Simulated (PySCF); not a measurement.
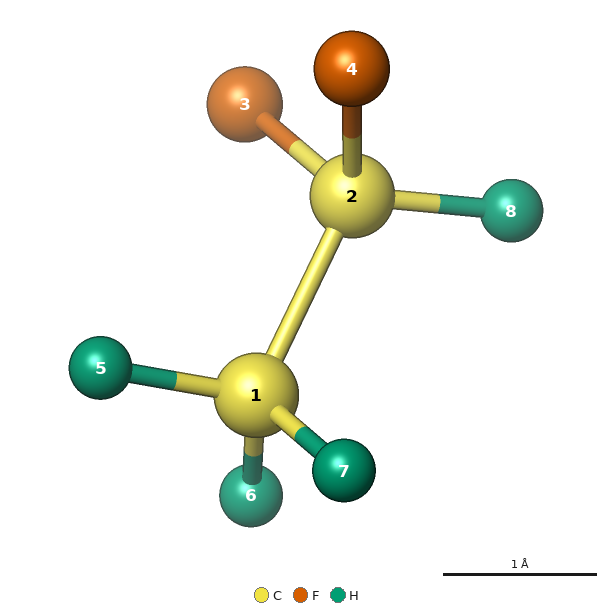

Orthographic view. Atoms fade into the background with distance from the viewer. Computed geometry: PBE0-D3(BJ)/def2-SVP optimisation. No frequency run is at hand to confirm it as a minimum.

Write a MOL file (V2000) with the atoms in numerical order, bonds sorted by atom number with the orders drawn, and coordinates in the frame of the picture: x right, y up, z towards the viewer, origin at the mean position.

```
C2H4F2
                    3D

  8  7  0  0  0  0  0  0  0  0999 V2000
   -0.3000   -0.7000    0.1800 C   0  0  0  0  0  0  0  0  0  0  0  0
    0.3300    0.6100   -0.1800 C   0  0  0  0  0  0  0  0  0  0  0  0
   -0.3700    1.2100   -1.1700 F   0  0  0  0  0  0  0  0  0  0  0  0
    0.3300    1.4400    0.8900 F   0  0  0  0  0  0  0  0  0  0  0  0
   -1.3200   -0.5200    0.5400 H   0  0  0  0  0  0  0  0  0  0  0  0
   -0.3300   -1.3600   -0.7000 H   0  0  0  0  0  0  0  0  0  0  0  0
    0.2800   -1.2000    0.9800 H   0  0  0  0  0  0  0  0  0  0  0  0
    1.3800    0.5100   -0.5300 H   0  0  0  0  0  0  0  0  0  0  0  0
  1  2  1  0
  1  5  1  0
  1  6  1  0
  1  7  1  0
  2  3  1  0
  2  4  1  0
  2  8  1  0
M  END
```
